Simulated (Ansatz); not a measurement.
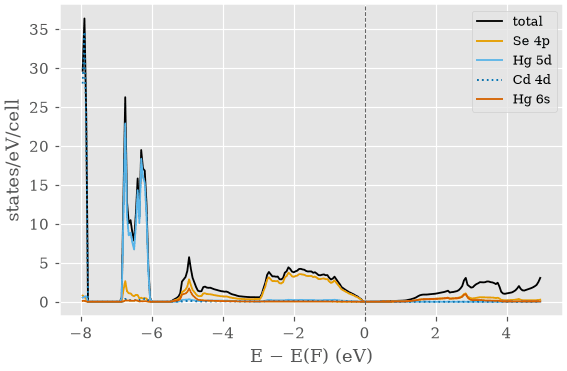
Figure: Total and projected density of states of CdHgSe2 in space group P-4m2 (No. 115; Cd on 1c, Hg on 1a, Se on 2g), plane-wave PAW LDA (Ansatz code)

Q: Which orbitals carry the states next to the Fermi level?

A: Within 0.5 eV of the Fermi level: Se 4p 86 %, Hg 5d 7 %. Projections are on Löwdin-orthogonalised atomic valence shells; empty p or d shells of many metals are not among them.

The workflow started from a Materials Project entry (that database holds measured and hypothetical structures alike); the Crystallography Open Database copy checked does not list it. With Cd and Hg taken as one species the cell has the higher symmetry F-43m, so it may be an ordered model of a mixed-site phase. Its standing as an ambient phase is unchecked. The LDA relaxation kept the symmetry of its start; of distortions, only those at the zone centre were tested. Spin–orbit coupling is left out wherever it is not named.

Potentials: the later of the program's two PAW sets.
